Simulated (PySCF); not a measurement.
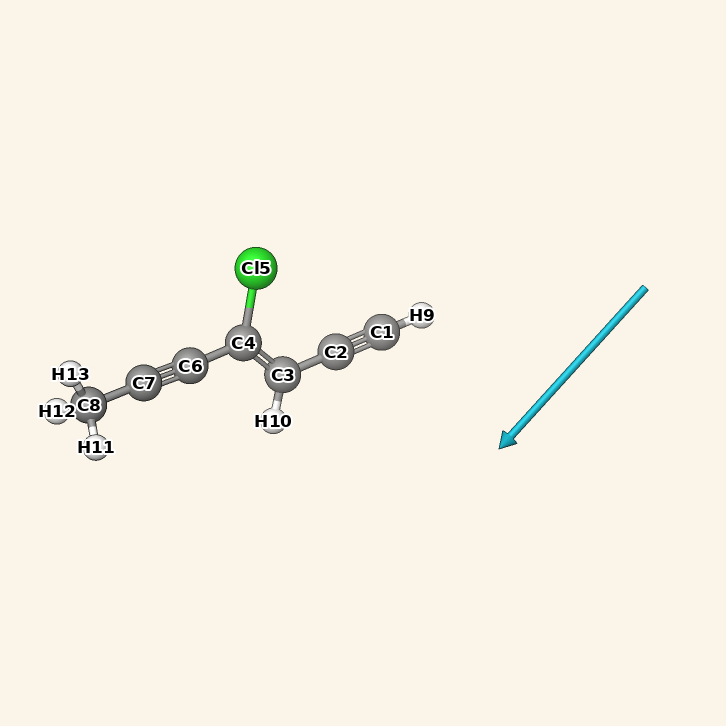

The arrow beside the molecule shows the direction of the dipole moment, from the negative to the positive end (its length means nothing). The geometry was computed by an optimisation with GFN2-xTB. No frequency run is at hand to confirm it as a minimum. Level of theory: CAM-B3LYP/def2-SVPD, gas phase (PySCF 2.14.0).

Q: Estimate the dipole moment.

A: 2.25 D; it points from the side of H9 to the side of H11 (the outermost atoms at the two ends).
